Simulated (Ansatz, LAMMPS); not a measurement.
# Amorphous polyacrylonitrile (as short chains C14N4H18), from a frame at 540 K (108 atoms): geometry optimisation

How does amorphous polyacrylonitrile (as short chains C14N4H18), from a frame at 540 K (108 atoms) relax, and what do bonds, charges and levels look like afterwards?

Main program and level: Ansatz 0.2.0; Kohn-Sham DFT, PBE+D4, PAW (set soft_2), plane waves.

### Step 1. Starting point

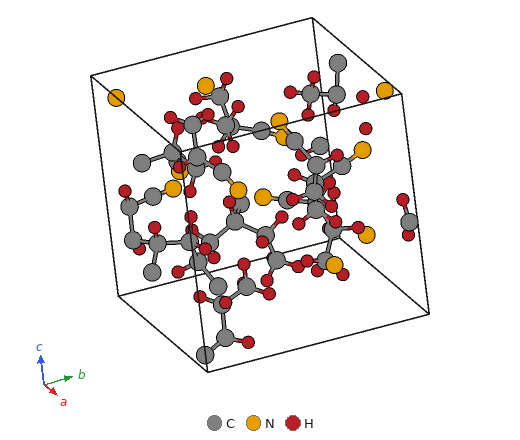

Start, viewed from a free direction; carbon grey, nitrogen orange, hydrogen red. Bonds to atoms that aren't drawn are left out. Some periodic images of atoms are drawn too.

The cell holds 108 atoms: 42 C, 12 N and 54 H. Its edges and angles: a = 10.877 Å, b = 10.877 Å, c = 10.877 Å, α = 90.0°, β = 90.0°, γ = 90.0°. 3 polyacrylonitrile chains of 4 units with methyl end groups placed at random, at 0.938 g/cm³; overlaps pushed apart, then 20 ps at 800 K with MMFF94 bonds, angles, torsions, charges and radii (Halgren, J. Comput. Chem. 17, 490 (1996)) in harmonic and 12-6 forms. Snapshot after 30 ps at 540 K and fixed volume.

What the set-up can't give: The network of contacts between molecules at the start is that of the classical potential that made the cell. The density was typed from a rule of thumb and may lie off the real one at this temperature. Sampling is at Γ alone, for a cell whose shortest periodic width is 11 Å.

### Step 2. Single point at the start

The forces at the start show how far the geometry lies from a minimum of this functional.

input.yaml reads:

```yaml
crystal:
  lattice:
    - [10.87734, 0.0, 0.0]
    - [0.0, 10.87734, 0.0]
    - [0.0, 0.0, 10.87734]
  atoms:
    - { symbol: C, position: [0.72823, 0.31198, 0.21239] }
    - { symbol: C, position: [0.7727, 0.17889, 0.18169] }
    - { symbol: C, position: [0.79094, 0.16882, 0.03988] }
    - { symbol: C, position: [0.85469, 0.04903, 0.01545] }
    [... 98 atom lines left out ...]
    - { symbol: H, position: [0.08195, 0.56392, 0.86677] }
    - { symbol: H, position: [0.00775, 0.44314, 0.7821] }
    - { symbol: H, position: [0.12639, 0.47514, 0.59636] }
    - { symbol: H, position: [0.34383, 0.46289, 0.67644] }
    - { symbol: H, position: [0.28423, 0.52806, 0.81894] }
    - { symbol: H, position: [0.23538, 0.38073, 0.78914] }
kpoints:
  mp_grid: { grid: [1, 1, 1] }
hamiltonian:
  xc: pbe
  dispersion: d4
scf:
  occupations: { method: fermi_dirac, width: 0.05 }
output:
  forces: true
  stress: true
  populations: true
  dos:
    method: { smearing: { sigma: 0.1 } }
    de: 0.1
    projected: { site_lists: { C: [C], H: [H], "N": ["N"] } }
  eigenvalues: true
```

Command:

```console
$ ansatz run input.yaml --threads 4 --pin off --max-ram 8192MiB --backend cpu --events-out ev --progress --plain --runs-dir out
```

Elapsed: 11 s, on 4 threads of Arm Neoverse V2, shared host; peak memory 1.3 GiB.

Numbers from this run:

- free energy: -16003.8873 eV
- free energy per atom: -148.1841 eV/atom
- SCF cycles: 10
- pressure: 1.743 GPa
- r.m.s. force component: 1.107 eV/Å
- longest force: 5.373 eV/Å
- Fermi energy: 0.3159 eV
- gap (highest filled to lowest empty level): 5.788 eV
- spilling of the projection: 0.01295

The r.m.s. force component of 1.1 eV/Å and the pressure of 1.7 GPa set the starting point.

Neighbours are counted within 1.34 Å (H-C), 1.85 Å (C-C), 1.62 Å (C-N).

Length of the force by element and coordination:

```
element  coordination  atoms  mean length of the force (eV/Å)  spread  least  most
      C           all     42                             2.05   0.870  0.569  4.32
      C             2     12                             2.03   0.963  0.701  4.32
      C             4     30                             2.06   0.829  0.569  3.73
      H           all     54                             1.30   0.917  0.144  5.11
      N           all     12                             1.68    1.24  0.274  5.37
```

### Step 3. Relaxation

The atoms are relaxed in the fixed cell, aiming at the force tolerance of the input.

input.yaml, the sections that differ from step 2:

```yaml
output:
  forces: true
relax:
  f_tol: 0.03
  max_steps: 200
# crystal, kpoints, hamiltonian, scf: as in step 2
```

It took 5.3 min on 4 threads; peak memory 1.2 GiB; 20 min of CPU time.

The steps of the relaxation (22 of 50):

```csv
step,energy less that of the first step (eV),largest force component (eV/Å)
1,0.0000,4.8745
3,-6.3221,0.7616
6,-6.7770,0.3472
8,-6.8748,0.5948
10,-6.9436,0.0591
13,-6.9526,0.0774
15,-6.9620,0.2259
17,-6.9738,0.1279
20,-6.9932,0.1860
22,-7.0128,0.3905
24,-7.0320,0.4123
27,-7.0889,0.2856
29,-7.1322,0.2547
31,-7.1644,0.1573
34,-7.1833,0.0610
36,-7.1886,0.0323
38,-7.1924,0.0829
41,-7.2008,0.1325
43,-7.2118,0.2305
45,-7.2352,0.2144
48,-7.2483,0.0193
50,-7.2504,0.0221
```

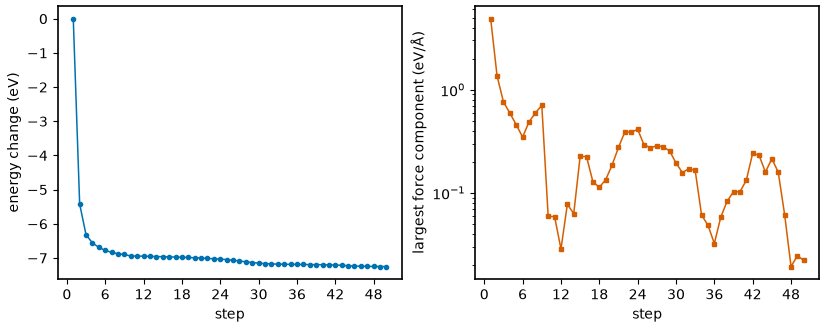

Energy and largest force along the relaxation.

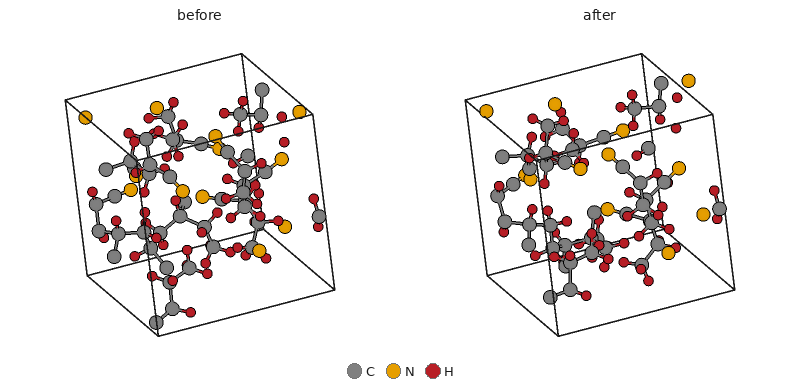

Before and after, at one scale. Bonds to atoms that aren't drawn are left out.

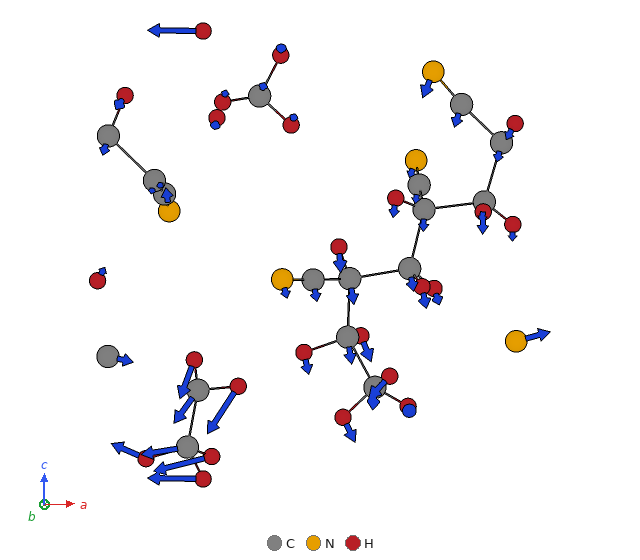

Displacements in the relaxation, scaled; the longest in the cell stands for 3.64 Å. Drawn is a slice 4 Å thick, seen along the normal of the ac plane. Bonds to atoms that aren't drawn are left out.

The atoms that moved most (Å):

```
atom      dx      dy      dz  length
 H57  -3.539  -0.060  -0.858   3.642
 H59  -1.834   0.528  -2.919   3.487
 H56  -3.375  -0.284   0.097   3.388
 H60   1.169   0.661  -2.543   2.876
 C37  -2.565  -0.007  -0.398   2.596
 H58  -0.811   0.451  -2.296   2.476
 C38  -1.269   0.345  -1.808   2.236
 H55  -1.952   0.164   0.856   2.137
```

The relaxation changed the energy by -67.1 meV/atom, and atoms moved by 1.3 Å r.m.s., 3.6 Å at most.

### Step 4. Local order after relaxation

Bonds before and after, by the cutoffs listed below:

```csv
pair,bonds before,bonds after,mean before (Å),mean after (Å),spread before (Å),spread after (Å)
H-C,54,54,1.091,1.099,0.040,0.003
C-C,39,39,1.514,1.518,0.046,0.038
C-N,12,12,1.162,1.163,0.017,0.001
```

Density 0.938 g/cm³, 11.92 Å³ an atom.

g(r), total and by pair (bins of 0.2 Å):

```
r (Å)  total   H-H   H-C   H-N   C-C   C-N   N-N
 1.00   3.12  0.00  8.00  0.00  0.00  0.00  0.00
 1.20   1.67  0.00  2.32  0.00  0.00  8.85  0.00
 1.40   0.48  0.00  0.00  0.00  3.20  0.00  0.00
 1.60   1.01  0.00  0.00  0.00  6.70  0.00  0.00
 1.80   0.83  3.35  0.00  0.00  0.00  0.00  0.00
 2.00   0.25  0.00  0.64  0.00  0.00  0.00  0.00
 2.20   1.83  0.55  4.32  0.15  0.00  0.00  0.00
 2.40   1.00  2.08  0.07  1.08  2.21  0.00  0.00
 2.60   1.43  2.03  0.90  0.82  2.19  1.77  0.00
 2.80   1.23  0.72  2.45  0.82  0.00  0.00  0.00
 3.00   1.00  1.59  0.68  1.66  1.02  0.00  0.00
 3.20   0.58  0.65  0.39  1.60  0.52  0.09  0.00
 3.40   1.04  0.55  0.95  1.95  0.36  2.92  0.59
 3.60   0.91  0.78  0.80  2.00  0.05  1.89  1.05
 3.80   0.85  1.31  0.50  0.66  0.63  1.83  0.00
 4.00   0.82  0.74  0.76  0.74  0.92  1.21  1.33
 4.20   0.90  0.46  1.22  1.08  0.39  1.44  1.20
 4.40   0.87  0.96  0.54  1.38  1.14  0.95  1.09
 4.60   0.85  0.91  0.73  0.89  0.91  1.02  1.69
 4.80   0.93  0.81  0.95  0.89  1.07  0.79  1.85
 5.00   1.10  1.16  1.17  1.03  0.90  1.10  1.12
 5.20   0.97  0.99  1.05  0.99  0.71  1.13  0.00
```

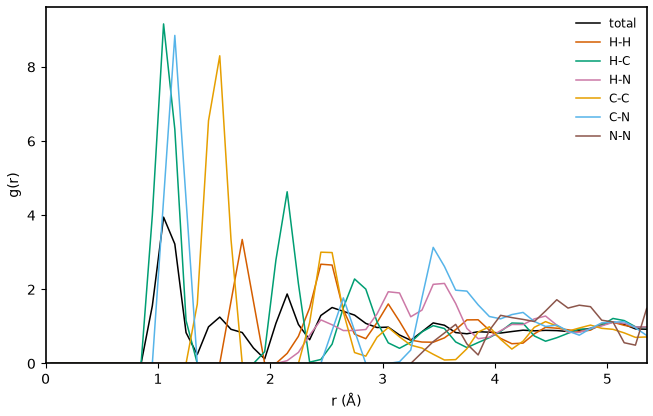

Pair distribution functions, lightly smoothed.

Bonds by pair of elements; cutoffs follow the first minimum of g(r), held within bounds set by covalent radii, and pairs that aren't listed don't count as bonded:

```csv
pair A-B,cutoff (Å),bonds,mean length (Å),spread (Å),shortest (Å),B about A,A about B
H-C,1.34,54,1.10,0.003,1.09,1,1.29
C-C,1.85,39,1.52,0.038,1.46,1.86,1.86
C-N,1.62,12,1.16,0.001,1.16,0.286,1
```

How many atoms have how many bonded neighbours:

| element | mean | 1 | 2 | 4 |
| --- | --- | --- | --- | --- |
| C | 3.43 | 0 | 12 | 30 |
| H | 1 | 54 | 0 | 0 |
| N | 1 | 12 | 0 | 0 |

Bond angles (no mean is given where the spread exceeds 20°):

```csv
angle,count,mean (°),spread (°)
C-C-H,102,109,1.6
C-C-C,48,112,2.2
H-C-H,30,108,0.9
C-C-N,12,178,1.3
```

Bond length by coordination (bonds to H left out):

```
element  coordination  atoms  mean bond length (Å)
      C             2     12                  1.31
      C             4     30                  1.53
```

By these cutoffs 71 % of C atoms have 4, all H atoms have 1 and all N atoms have 1 bonded neighbour. The C-C-H angle averages 109° with a spread of 1.6°.

### Step 5. Single point at the relaxed geometry

One more single point at the end of the walk gives the fuller output and checks the residual forces.

input.yaml reads:

```yaml
crystal:
  lattice:
    - [10.87734, 0.0, 0.0]
    - [0.0, 10.87734, 0.0]
    - [0.0, 0.0, 10.87734]
  atoms:
    - { symbol: C, position: [0.72007, 0.33906, 0.28983] }
    - { symbol: C, position: [0.75288, 0.20321, 0.28083] }
    - { symbol: C, position: [0.80333, 0.16616, 0.15302] }
    - { symbol: C, position: [0.84266, 0.03767, 0.15748] }
    [... 98 atom lines left out ...]
    - { symbol: H, position: [0.037, 0.50415, 0.81006] }
    - { symbol: H, position: [0.00087, 0.41242, 0.68177] }
    - { symbol: H, position: [0.12429, 0.54026, 0.54369] }
    - { symbol: H, position: [0.32991, 0.4921, 0.62527] }
    - { symbol: H, position: [0.27126, 0.47742, 0.77768] }
    - { symbol: H, position: [0.22675, 0.37098, 0.66226] }
kpoints:
  mp_grid: { grid: [1, 1, 1] }
hamiltonian:
  xc: pbe
  dispersion: d4
scf:
  occupations: { method: fermi_dirac, width: 0.05 }
output:
  forces: true
  stress: true
  populations: intrinsic
  dos:
    method: { smearing: { sigma: 0.15 } }
    de: 0.1
    projected: { site_lists: { C: [C], H: [H], "N": ["N"] } }
  eigenvalues: true
  write_density: true
  write_potential: true
  volumetric_format: npy
  elf: true
```

Elapsed: 12 s, on 4 threads; peak memory 1.3 GiB; 47 s of CPU time.

The program notes that the exchange-correlation potential is rough where the density is thin.

The run gave:

```
free energy                                      : -16011.1377 eV
free energy per atom                             : -148.2513 eV/atom
SCF cycles                                       : 10
pressure                                         : -0.2095 GPa
r.m.s. force component                           : 0.00486 eV/Å
longest force                                    : 0.03055 eV/Å
Fermi energy                                     : 0.3692 eV
gap (highest filled to lowest empty level) : 6.301 eV
```

Intrinsic-atomic-orbital charges by element and coordination:

| element | coordination | atoms | mean charge (e) | spread | least | most |
| --- | --- | --- | --- | --- | --- | --- |
| C | all | 42 | -0.168 | 0.231 | -0.528 | 0.176 |
| C | 2 | 12 | 0.158 | 0.0075 | 0.149 | 0.176 |
| C | 4 | 30 | -0.299 | 0.122 | -0.528 | -0.176 |
| H | all | 54 | 0.192 | 0.0169 | 0.155 | 0.232 |
| N | all | 12 | -0.274 | 0.0063 | -0.283 | -0.262 |

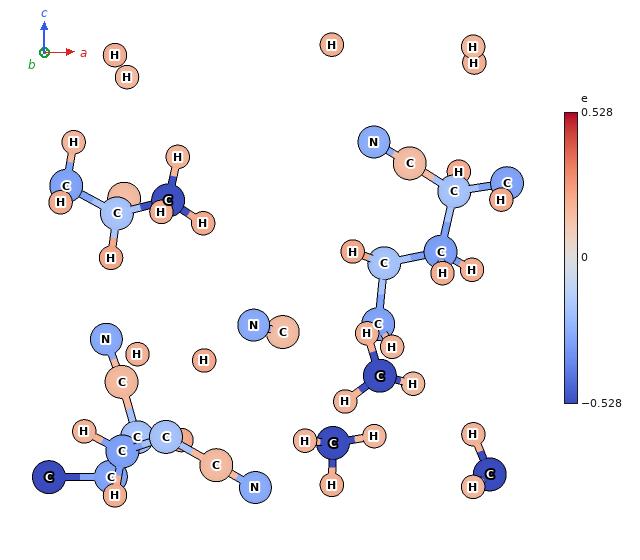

Atoms coloured by intrinsic-atomic-orbital charge. Drawn is a slice 4 Å thick, seen along the normal of the ac plane. Bonds to atoms that aren't drawn are left out.

States in the cell by windows of 1 eV, zero at the Fermi level; the larger projections on atomic orbitals stand beside the total:

| from (eV) | to (eV) | total | C p | N p | H s | C s |
| --- | --- | --- | --- | --- | --- | --- |
| -14 | -13 | 6.3 | 1.5 | 0.0 | 1.3 | 3.3 |
| -13 | -12 | 12.2 | 4.1 | 0.0 | 2.6 | 5.2 |
| -12 | -11 | 11.6 | 5.2 | 0.0 | 2.2 | 3.9 |
| -11 | -10 | 5.2 | 1.9 | 0.0 | 1.4 | 1.8 |
| -10 | -9 | 6.1 | 4.2 | 0.0 | 1.0 | 0.6 |
| -9 | -8 | 17.8 | 12.6 | 0.2 | 3.1 | 1.4 |
| -8 | -7 | 14.8 | 11.3 | 0.3 | 2.0 | 0.8 |
| -7 | -6 | 22.6 | 15.5 | 1.1 | 4.5 | 0.9 |
| -6 | -5 | 34.8 | 19.8 | 4.5 | 7.6 | 1.1 |
| -5 | -4 | 58.2 | 24.8 | 19.1 | 8.5 | 0.5 |
| -4 | -3 | 43.6 | 20.9 | 16.3 | 5.2 | 0.3 |
| -3 | -2 | 0.1 | 0.0 | 0.0 | 0.0 | 0.0 |
| -2 | 2 | 0.0 | 0.0 | 0.0 | 0.0 | 0.0 |
| 2 | 3 | 0.3 | 0.1 | 0.1 | 0.1 | 0.0 |
| 3 | 4 | 37.6 | 15.6 | 12.6 | 3.6 | 2.0 |
| 4 | 5 | 24.9 | 8.2 | 5.2 | 3.8 | 1.7 |

Between -19 and -14 eV lie 49 more states.

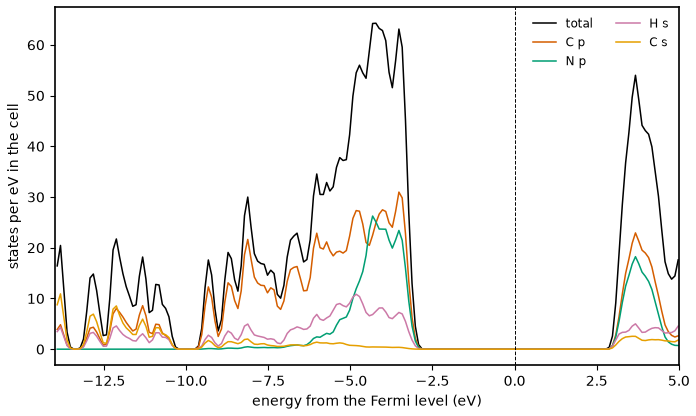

Total and projected density of states, with the broadening of the input.

The levels nearest the highest filled one (over half full), pooled over k-points and spins:

```
level less the highest filled one (eV)  occupation
                                -0.259           2
                                -0.230           2
                                -0.207           2
                                -0.160           2
                                -0.128           2
                                     0           2
                                  6.30           0
                                  6.39           0
                                  6.47           0
                                  6.52           0
                                  6.57           0
                                  6.61           0
```

Mean intrinsic-atomic-orbital charges: C -0.17, H +0.19, N -0.27 e.

### Step 6. Results

| Item | Value |
| --- | --- |
| energy change in the relaxation | -67.13 meV/atom |
| r.m.s. displacement | 1.279 Å |
| largest displacement | 3.642 Å |
| free energy per atom | -148.2513 eV/atom |
| pressure | -0.2095 GPa |
| r.m.s. force component | 0.00486 eV/Å |
| gap (highest filled to lowest empty level) | 6.301 eV |
| wall time of the 4 DFT runs, those left out included | 5.9 min |

What this shows: Relaxation lowers the energy by 67.1 meV/atom and moves atoms by 1.3 Å r.m.s.; the r.m.s. force component goes from 1.1 to 0.0049 eV/Å, the pressure goes from 1.7 to -0.21 GPa, and the gap from 5.79 to 6.30 eV. By the final cutoffs no bond was broken or made. From the first step to the last the energy fell by 7.250 eV, and the largest move was 3.64 Å (H57). The H-C bonds change most in mean length: from 1.091 Å (spread 0.040) to 1.099 Å (spread 0.003). Counting bonds as in the table, 71 % of C atoms have 4, all H atoms have 1 and all N atoms have 1 bonded neighbour. Between filled and empty levels lie 6.30 eV (at Γ alone); a semilocal functional tends to put such gaps too low. In a disordered cell it changes from sample to sample, and tail or defect levels can set it.

**Limits.** The network of contacts between molecules at the start is that of the classical potential that made the cell; in DFT atoms moved by 1.3 Å r.m.s.

[Logs are printed without paths, hosts, clocks, repeated set-up lines and the standing remarks that a program may print on its own settings, such as how far it seeks lower states.]

[Hosts, paths, dates, database ids (printed as entryN), source tags and the programs' standing remarks are cut or masked in the printed files.]

[The MMFF94 radii named for the starting cell were scaled by 0.96; in molecules described by MMFF94, hydrogen bound to N, O or S took a small fixed 12-6 site in their place.]
